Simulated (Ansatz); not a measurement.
# SiH3Cl (SiClH3): the energy, rung by rung

The species is SiH3Cl (5 atoms), meant as a singlet with charge 0. As SMILES, `[H][Si]([H])([H])Cl`. The shape is that of a GFN2-xTB optimisation.

```xyz
5

Si    0.0003    0.0019   -0.1294
Cl    0.0107   -0.0208    1.8806
H     1.3823    0.0112   -0.5949
H    -0.7007    1.2037   -0.5665
H    -0.6925   -1.1960   -0.5898
```

Each level gives the energy change with the Si1–Cl2 bond stretched from 2.010 to 5.025 Å (eV). The values are calculated.

```
                     level                    kind  program  value (eV)  less FCI/STO-3G  CPU time (all runs)
    HF/STO-3G (restricted)            Hartree–Fock   Ansatz        8.05            +3.51               0.23 s
revPBE/STO-3G (restricted)                     GGA   Ansatz        5.28            +0.74                2.4 s
 BHLYP/STO-3G (restricted)           global hybrid   Ansatz        6.93            +2.39                1.6 s
  PBE0/STO-3G (restricted)           global hybrid   Ansatz        6.29            +1.75                  2 s
 HSE06/STO-3G (restricted)  range-separated hybrid   Ansatz        6.22            +1.68                2.5 s
B2PLYP/STO-3G (restricted)           double hybrid   Ansatz        5.26            +0.72                  2 s
 CCSDT/STO-3G (restricted)   coupled cluster or CI   Ansatz        4.55            +0.01               0.43 s
CCSDTQ/STO-3G (restricted)   coupled cluster or CI   Ansatz        4.55            +0.01                7.8 s
                FCI/STO-3G      exact in the basis   Ansatz        4.54             0.00                2.1 s
```

FCI/STO-3G is exact within its basis and frozen core, so for wave-function methods in that basis the difference is their error; functionals converge differently with the basis, so for them it is only a difference. Spin-restricted single references rise too steeply as a bond breaks, Hartree–Fock most of all. Perturbation and coupled-cluster corrections on them can overshoot downwards. The first shape isn't each level's own minimum. The values span 4.54 to 8.05 eV. All rows use very small basis sets, so even the best lies far from the true value. CPU times are rough (shared hosts, several kinds of processor): they show what a rung costs within a factor of a few.

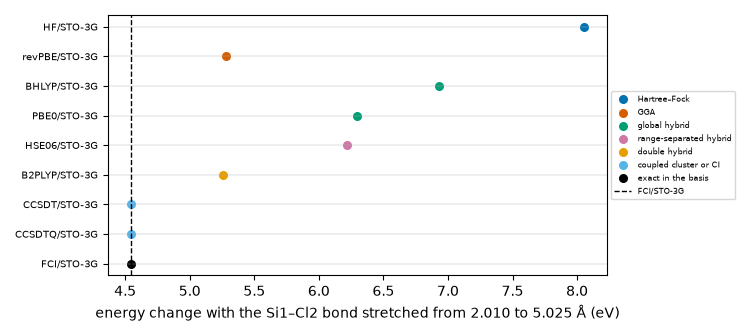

The values of the table, level by level.
